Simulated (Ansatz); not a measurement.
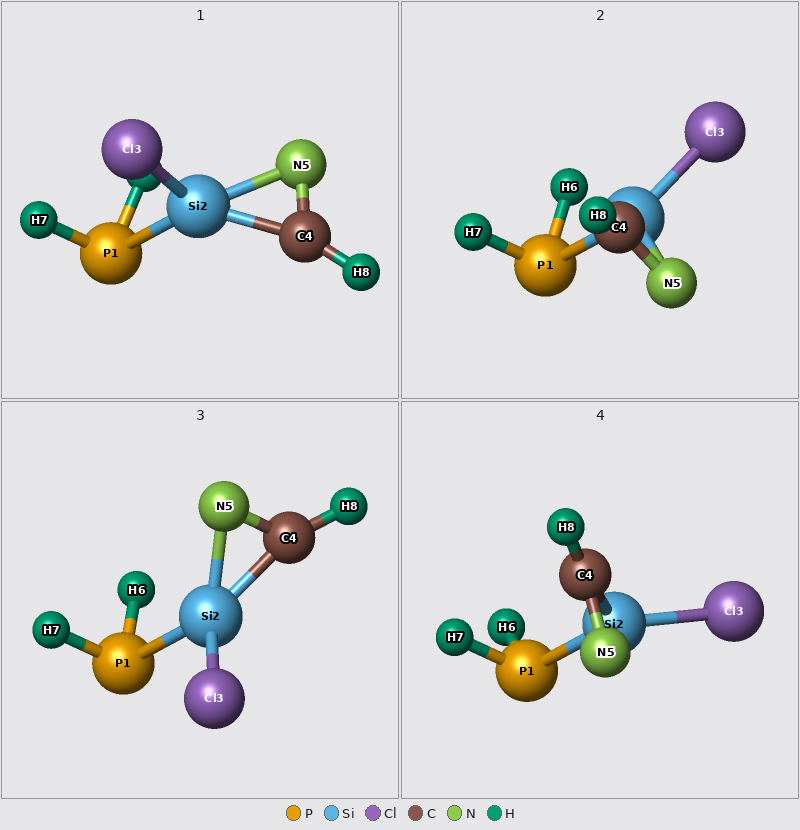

CH₃ClNPSi, SMILES P[Si]1(Cl)C=N1. Coordinates scanned: (1) angle H6–P1–Si2; (2) dihedral H6–P1–Si2–C4. Nothing is relaxed (all other coordinates rigid). The grid has 9 × 9 points. Points are written as (first, second). Energies are in kJ/mol, from the lowest grid point. All numbers below come from RKS r2SCAN-D4/def2-SVP in Ansatz.

The numbered pictures are structures from this grid.

### Rank them by energy, lowest first.

3, at (91.4°, −20°): 0.36 kJ/mol; 2, at (80.1°, 140°): 11 kJ/mol; 1, at (68.9°, −100°): 32 kJ/mol; 4, at (125.1°, 100°): 53 kJ/mol.

The map, with the structures marked:

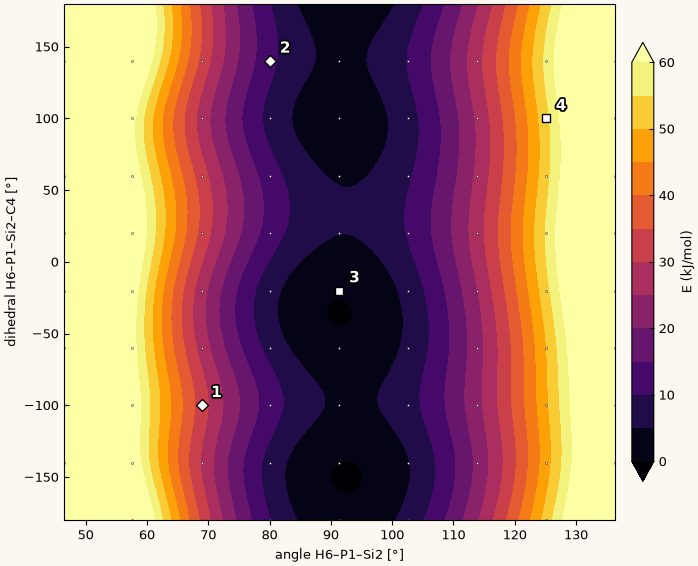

Drawn: filled contours, dots at the grid points, one colour for all values above the top of the scale. Between grid points the surface is interpolated.
